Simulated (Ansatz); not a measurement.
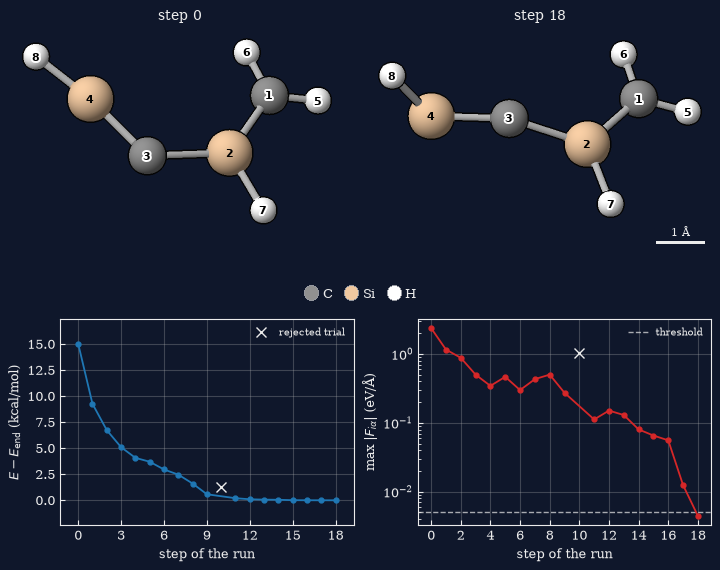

First and last geometry of a relaxation of C2H4Si2, with the history of the run. Style: ball-and-stick. Shown at a tilt.

The calculation used RKS PBE0-D4/def2-TZVP in Ansatz 0.2.0.

The input:
```yaml
crystal:
  periodic: [false, false, false]
  atoms:
    - {symbol: C, position_ang: [-0.656270, 1.368070, -0.770870]}
    - {symbol: Si, position_ang: [0.817490, 0.560950, -0.257990]}
    - {symbol: C, position_ang: [1.091930, -1.056720, 0.605310]}
    - {symbol: Si, position_ang: [-0.104940, -2.142200, 1.147440]}
    - {symbol: H, position_ang: [-0.660490, 2.317250, -1.278010]}
    - {symbol: H, position_ang: [-1.631150, 0.938470, -0.611100]}
    - {symbol: H, position_ang: [2.108740, 1.202010, -0.515460]}
    - {symbol: H, position_ang: [-0.965310, -3.187820, 1.680680]}
basis:
  gaussian: {orbitals: def2-TZVP}
hamiltonian: {xc: pbe0, dispersion: d4}
relax: {f_tol: 0.005, max_steps: 200}
```

Run as
```bash
ansatz run in.yaml --threads 2 --pin off --events-out ev --progress --plain --max-ram 4352MiB
```

What do the curves and the structures tell?

It converged. The atom that moves furthest after the best rigid fit is C3 (0.85 Å). Largest moves by element: C 0.85 Å, H 0.79 Å, Si 0.60 Å. Near-neighbour distances that change, for instance: Si2–C3 1.854 → 1.776 Å, C3–Si4 1.704 → 1.652 Å, C1–Si2 1.757 → 1.718 Å, Si4–H8 1.455 → 1.491 Å. Among the angles between lasting bonds that change: C3–Si4–H8 171.6° → 121.9°, Si2–C3–Si4 126.9° → 156.9°, C1–Si2–C3 131.4° → 122.1°. Groups turn about Si2–C3 by about 105°. The energy falls by 15.0 kcal/mol in 17 accepted moves (18 points after the start). Largest force component: 2.4 eV/Å at the start, 0.0044 eV/Å at the end. The line search rejected the trial step at point 10 of the run. Cost: 2.9 min on 2 threads of AMD EPYC 7571, with other jobs on the host.
